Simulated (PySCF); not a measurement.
SMILES c1c(Cl)cccc1F at its GFN2-xTB optimised geometry (Å):

```
12

F     -1.6652     2.2411     0.0000
C     -0.9967     1.0729     0.0000
C     -1.7106    -0.1119     0.0000
C     -1.0084    -1.3049     0.0000
C      0.3758    -1.3111     0.0000
C      1.0630    -0.1065     0.0000
Cl     2.7883    -0.1065     0.0000
C      0.3863     1.1027     0.0000
H     -2.7883    -0.0893     0.0000
H     -1.5453    -2.2406     0.0000
H      0.9214    -2.2411     0.0000
H      0.9115     2.0437     0.0000
```

Computed with B3LYP/def2-TZVP (PySCF).

Map of the electron localisation function on the plane z = 0.8 Å:

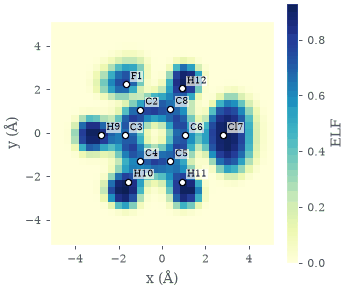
Figure. Electron localisation function on the plane z = 0.8 Å.
